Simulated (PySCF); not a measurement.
# PBE0/def2-TZVP (core potential) run of SnSe (SMILES [Se][Sn])

What is the energy change on altering one bond length of SnSe at PBE0/def2-TZVP (core potential)? The job is set up through a Python script.

The results are computed with PySCF 2.14.0.

1 further run of the same task is left out (set aside as unsound or not needed).

**1. Starting point**

The species is SnSe (2 atoms), meant as a singlet with charge 0. SMILES: `[Se][Sn]`. The coordinates come from a PBE0-D4/def2-TZVP relaxation.

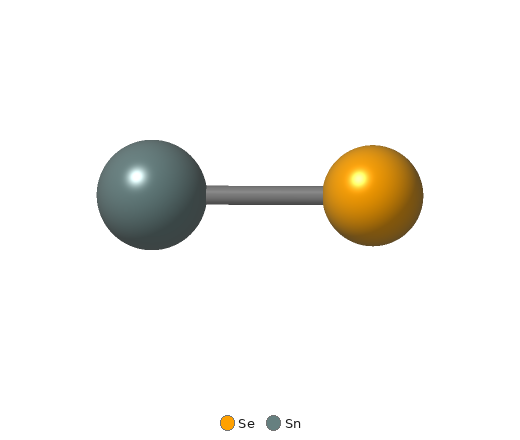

Viewed from a chosen angle; selenium orange, tin teal.

**2. The energy at PBE0/def2-TZVP (core potential)**

Contents of calc.py:

```python
# SnSe
from pyscf import gto, dft

mol = gto.Mole()
mol.atom = '''
Se     0.000000     0.000000     0.006530
Sn     0.000000     0.000000     2.331810
'''
mol.basis = 'def2-tzvp'
mol.max_memory = 1860
mol.ecp = {'Sn': 'def2-svp'}
mol.verbose = 4
mol.build()

mf = dft.RKS(mol, xc='pbe0')
mf.grids.level = 5
mf.conv_tol = 1e-10
mf.kernel()
if not mf.converged:
    mf = mf.newton().run(mf.mo_coeff, mf.mo_occ)

e_tot = mf.e_tot
print('Final energy', e_tot)
```

On the command line:

```
OMP_NUM_THREADS=1 python calc.py
```

The program printed:

```text
PySCF version 2.14.0

[INPUT] num. atoms = 2
[INPUT] num. electrons = 56
[INPUT] charge = 0
[INPUT] spin (= nelec alpha-beta = 2S) = 0
[INPUT] symmetry False subgroup None
[INPUT] Mole.unit = angstrom
[INPUT] Symbol           X                Y                Z      unit          X                Y                Z       unit  Magmom
[INPUT]  1 Se     0.000000000000   0.000000000000   0.006530000000 AA    0.000000000000   0.000000000000   0.012339911593 Bohr   0.0
[INPUT]  2 Sn     0.000000000000   0.000000000000   2.331810000000 AA    0.000000000000   0.000000000000   4.406482274522 Bohr   0.0

nuclear repulsion = 170.226619490195
number of shells = 32
number of NR pGTOs = 194
number of NR cGTOs = 98
basis = def2-tzvp
ecp = {'Sn': 'def2-svp'}

******** <class 'pyscf.dft.rks.RKS'> ********
method = RKS
initial guess = minao
damping factor = 0
level_shift factor = 0
DIIS = <class 'pyscf.scf.diis.CDIIS'>
diis_start_cycle = 1
diis_space = 8
diis_damp = 0
SCF conv_tol = 1e-10
SCF conv_tol_grad = None
SCF max_cycles = 50
direct_scf = True
direct_scf_tol = 1e-13
XC library pyscf.dft.libxc version 7.0.0
    S. Lehtola, C. Steigemann, M. J.T. Oliveira, and M. A.L. Marques.,  SoftwareX 7, 1–5 (2018)
XC functionals = pbe0
radial grids:
    Treutler-Ahlrichs [JCP 102, 346 (1995); DOI:10.1063/1.469408] (M4) radial grids

becke partition: Becke, JCP 88, 2547 (1988); DOI:10.1063/1.454033
pruning grids: <function nwchem_prune>
grids dens level: 5
symmetrized grids: False
atomic radii adjust function: <function treutler_atomic_radii_adjust>
small_rho_cutoff = 0
Set gradient conv threshold to 1e-05
Initial guess from minao.
tot grids = 91744
init E= -2577.99941283486
  HOMO = -0.669925758831768  LUMO = -0.511441104627096  gap/eV = 4.31259
cycle= 1 E= -2613.01368757294  delta_E=  -35  |g|= 3.17  |ddm|= 30.5
  HOMO = -0.0446185823092085  LUMO = 0.0277472659412454  gap/eV = 1.96918
cycle= 2 E= -2553.07388325413  delta_E= 59.9  |g|= 11.9  |ddm|= 21.1
  HOMO = -0.214376415806072  LUMO = -0.03789826974545  gap/eV = 4.80221
cycle= 3 E= -2615.10163173706  delta_E=  -62  |g|= 1.32  |ddm|= 19.2
  HOMO = -0.172809425355378  LUMO = -0.0479933382671357  gap/eV = 3.39642
cycle= 4 E= -2615.51959628583  delta_E= -0.418  |g|= 0.787  |ddm|= 1.97
  HOMO = -0.259323913026301  LUMO = -0.0840115375441083  gap/eV = 4.77049
cycle= 5 E= -2615.60743485328  delta_E= -0.0878  |g|= 0.257  |ddm|= 0.924
  HOMO = -0.253892901240973  LUMO = -0.0978669247506882  gap/eV = 4.24568
cycle= 6 E= -2615.63055038845  delta_E= -0.0231  |g|= 0.0809  |ddm|= 0.49
  HOMO = -0.262067470950893  LUMO = -0.0956385273094651  gap/eV = 4.52876
cycle= 7 E= -2615.63265089951  delta_E= -0.0021  |g|= 0.0131  |ddm|= 0.103
  HOMO = -0.259922741637695  LUMO = -0.0937971109515165  gap/eV = 4.52051
cycle= 8 E= -2615.63270676557  delta_E= -5.59e-05  |g|= 0.000423  |ddm|= 0.0177
  HOMO = -0.259924028747737  LUMO = -0.0937990901510465  gap/eV = 4.52049
cycle= 9 E= -2615.63270681045  delta_E= -4.49e-08  |g|= 0.000249  |ddm|= 0.0013
  HOMO = -0.259904013597935  LUMO = -0.0937697099717085  gap/eV = 4.52074
cycle= 10 E= -2615.63270683214  delta_E= -2.17e-08  |g|= 0.000103  |ddm|= 0.000462
  HOMO = -0.259902883232175  LUMO = -0.0937722350211287  gap/eV = 4.52065
cycle= 11 E= -2615.63270683554  delta_E= -3.41e-09  |g|= 1.9e-05  |ddm|= 0.000134
  HOMO = -0.259905766429071  LUMO = -0.0937728175756758  gap/eV = 4.52071
cycle= 12 E= -2615.63270683571  delta_E= -1.67e-10  |g|= 3.74e-06  |ddm|= 3.16e-05
  HOMO = -0.259905463627548  LUMO = -0.0937728562441269  gap/eV = 4.52070
cycle= 13 E= -2615.63270683571  delta_E= -9.09e-13  |g|= 7.56e-07  |ddm|= 4.89e-06
  HOMO = -0.2599053069719  LUMO = -0.0937729377106469  gap/eV = 4.52069
Extra cycle  E= -2615.63270683571  delta_E=    0  |g|= 1.98e-06  |ddm|= 3.35e-06
converged SCF energy = -2615.63270683571
Final energy -2615.632706835713
```

Wall time 11 s (1 thread of Arm Neoverse V2, shared host); peak memory 0.47 GiB.

**3. The distorted shape**

Contents of job.py:

```python
from pyscf import gto, dft

mol = gto.M(
    atom='''
Se     0.000000     0.000000    -0.342290
Sn     0.000000     0.000000     2.331810
''',
    charge=0,
    spin=0,
    max_memory=1860,
    ecp={'Sn': 'def2-svp'},
    verbose=3,
    basis='def2-tzvp',
)

mf = dft.RKS(mol, xc='pbe0')
mf.conv_tol = 1e-10
mf.grids.level = 5
mf.kernel()
if not mf.converged:
    mf = mf.newton().run(mf.mo_coeff, mf.mo_occ)

etot = mf.e_tot
print(f'total energy: {etot:.8f} hartree')
```

On the command line:

```
OMP_NUM_THREADS=1 python job.py
```

The program printed:

```text
converged SCF energy = -2615.60322473476
total energy: -2615.60322473 hartree
```

It took 12 s on 1 thread of Arm Neoverse V2, shared host; peak memory 0.47 GiB.

**4. Outcome**

Level: PBE0/def2-TZVP (core potential).

| quantity | value |
| --- | --- |
| first shape: total energy | -2615.63271 Eh |
| first shape: dipole moment | 3.12 D |
| first shape: HOMO energy | -7.07 eV |
| first shape: LUMO energy | -2.55 eV |
| first shape: HOMO–LUMO gap | 4.52 eV |
| distorted shape: total energy | -2615.60322 Eh |
| distorted shape: dipole moment | 4.60 D |
| distorted shape: HOMO energy | -6.43 eV |
| distorted shape: LUMO energy | -3.14 eV |
| distorted shape: HOMO–LUMO gap | 3.29 eV |
| energy change with the Se1–Sn2 bond stretched from 2.325 to 2.674 Å | 0.802 eV |

In words: With the Se1–Sn2 bond stretched from 2.325 to 2.674 Å the energy rises by 0.80 eV (18.5 kcal/mol).
